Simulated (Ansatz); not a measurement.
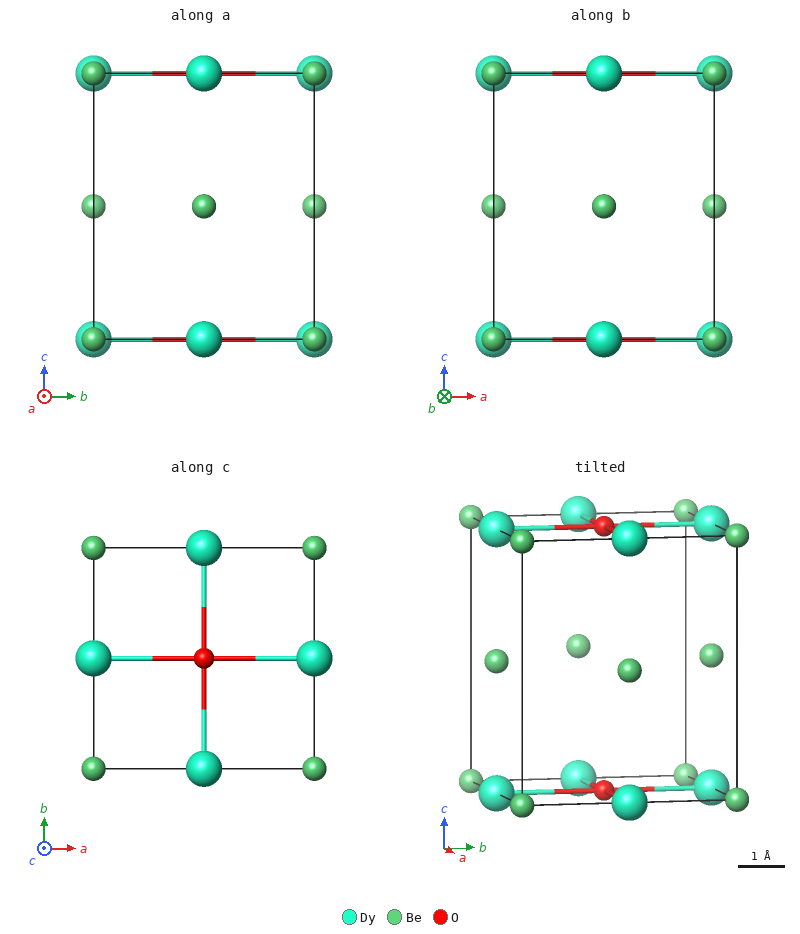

Ball-and-stick drawing of the structure, looking along the a axis, along the b axis, along the c axis and slightly off an axis. The conventional unit cell is drawn as a box.

Lattice parameters: a = 4.8414 Å, b = 4.8414 Å, c = 5.8278 Å, α = 90.000°, β = 90.000°, γ = 90.000°.

Give the structure in the form of a CIF in P1 with every atom of the cell.

```cif
data_structure
_symmetry_space_group_name_H-M 'P 1'
_symmetry_Int_Tables_number 1
_cell_length_a 4.8414
_cell_length_b 4.8414
_cell_length_c 5.8278
_cell_angle_alpha 90.000
_cell_angle_beta 90.000
_cell_angle_gamma 90.000
_cell_volume 136.60
loop_
_atom_site_label
_atom_site_type_symbol
_atom_site_fract_x
_atom_site_fract_y
_atom_site_fract_z
_atom_site_occupancy
Dy1 Dy 0.0000 0.5000 0.0000 1
Dy2 Dy 0.5000 0.0000 0.0000 1
Be1 Be 0.0000 0.5000 0.5000 1
Be2 Be 0.5000 0.0000 0.5000 1
Be3 Be 0.0000 0.0000 0.0000 1
O1 O 0.5000 0.5000 0.0000 1
```

The initial geometry was a random cell made by a generator, so it need not be a real form of the compound. Atoms and cell were optimised with DFT PBE, scalar-relativistic, plane waves, PAW; 4f electrons in the core of a trivalent norm-conserving potential in Ansatz.
